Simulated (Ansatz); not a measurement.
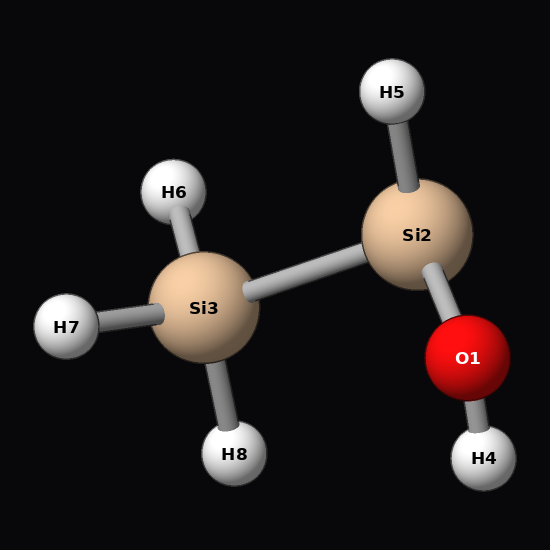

The questions are on Mulliken charges. The species is neutral and a spin doublet. The computed structure is the end point of a PBE-D4/def2-SVP optimisation. No frequency run is at hand to confirm it as a minimum. Level of theory: UKS PBE-D4/def2-SVP (Ansatz 0.2.0).

> Which atom carries the highest charge (most positive or least negative)?

Si2 (0.25 e).

> And the lowest?

O1 (−0.35 e).

Give the Mulliken charges atom by atom.

| atom | value (e) |
| --- | --- |
| O1 | −0.35 |
| Si2 | 0.25 |
| Si3 | 0.06 |
| H4 | 0.19 |
| H5 | −0.05 |
| H6 | −0.04 |
| H7 | −0.03 |
| H8 | −0.04 |

Mulliken values depend strongly on the basis set and can even reverse the polarity of a bond.
